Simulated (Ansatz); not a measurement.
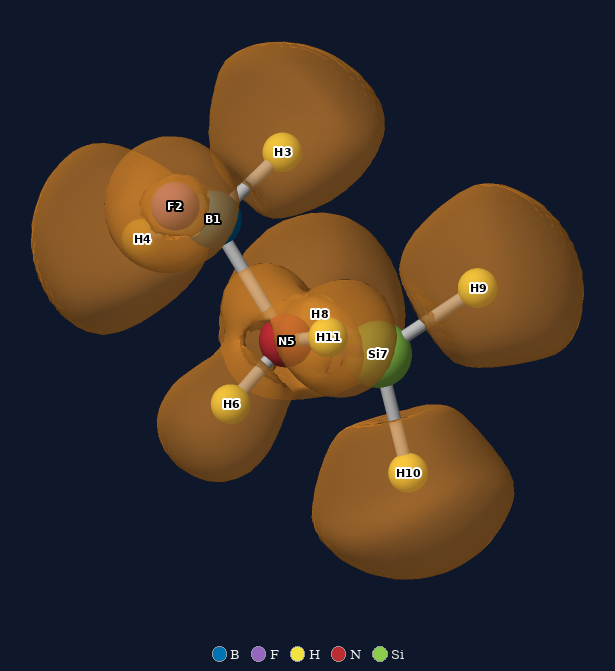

The picture shows: BFH7NSi. Isosurface of the electron localisation function at 0.75 (orange), seen at an oblique angle. Core shells and regions of very low density are left out.

The calculation used RKS B3LYP/6-31G* (Ansatz 0.2.0).

Input file:

```
crystal:
  periodic: [false, false, false]
  atoms:
    - { symbol: B, position_ang: [0.060015, 0.336458, -0.348194] }
    - { symbol: F, position_ang: [-0.701038, 0.840611, 0.621852] }
    - { symbol: H, position_ang: [1.241478, 0.49354, -0.265697] }
    - { symbol: H, position_ang: [-0.49072, -0.117379, -1.306823] }
    - { symbol: "N", position_ang: [-0.134955, -1.865181, 1.278055] }
    - { symbol: H, position_ang: [-0.824364, -2.529767, 0.940074] }
    - { symbol: Si, position_ang: [1.21484, -2.493054, 2.199789] }
    - { symbol: H, position_ang: [1.720548, -3.689015, 1.47543] }
    - { symbol: H, position_ang: [2.263961, -1.443543, 2.265621] }
    - { symbol: H, position_ang: [0.901211, -2.898153, 3.604447] }
    - { symbol: H, position_ang: [-0.617676, -1.025417, 1.643046] }
basis:
  gaussian: { orbitals: "6-31G*" }
hamiltonian:
  xc: b3lyp
relax:
  f_tol: 0.03
  max_steps: 50
output:
  orbitals: {}
```

Launched as:

```sh
ansatz run input.yaml --threads 1 --pin off --max-ram 2048MiB --backend cpu --events-out ev --progress --plain --runs-dir out
```

The fields are those of the run's last geometry, not of the input's.

Q: What do the ELF domains correspond to?

A: The ELF exceeds this value in five regions around hydrogen nuclei, one region on F in which the atom's valence shell and bonds are merged and one joined region spread over several atoms (H, N), in which their bonds and any lone pairs are merged. Profiles from the grid: B–F (1.39 Å): the ELF peaks at about 0.85 between the atoms: a polar covalent bond. B–N (1.71 Å): the ELF peaks at about 0.95 between the atoms: a shared but strongly polarised pair.
